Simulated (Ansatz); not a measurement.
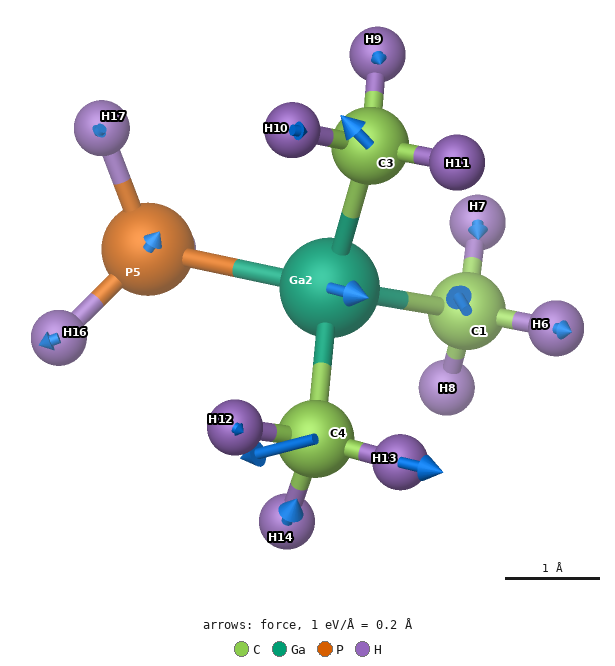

Starting geometry of C$_{3}$H$_{12}$GaP (coarse preliminary run) with the computed forces as blue arrows. Style: ball-and-stick. Shown at a tilt.

The start comes from a force field.

Computed with RKS PBE-D4/def2-SVP (Ansatz). Settings: force threshold 0.03 eV/Å; at most 200 steps.

Is this structure relaxed? If not, where do the atoms go?

Answer. It isn't relaxed: the largest force vector, on a C atom, is 5.11 eV/Å. The final displacements follow the starting forces only in part (cosine between the two patterns 0.34). The largest move after the best rigid fit is that of the Ga atom, 0.45 Å. Largest moves by element: Ga 0.45 Å, H 0.35 Å, C 0.16 Å, P 0.06 Å. Near-neighbour distances that change, for instance: Ga–P 2.272 → 2.666 Å, C–H 1.194 → 1.109 Å, C–H 1.036 → 1.112 Å, H–P 1.381 → 1.434 Å. Among the angles between lasting bonds that change: C–Ga–P 110.8° → 97.3°, H–P–H 109.1° → 96.3°, C–Ga–P 109.6° → 97.0°. The energy falls by 1.205 eV in 5 geometry steps. The largest force component goes from 4.6 to 0.027 eV/Å. The run took 17 s on 8 threads of Intel Xeon @ 2.50GHz, with other jobs on the host.
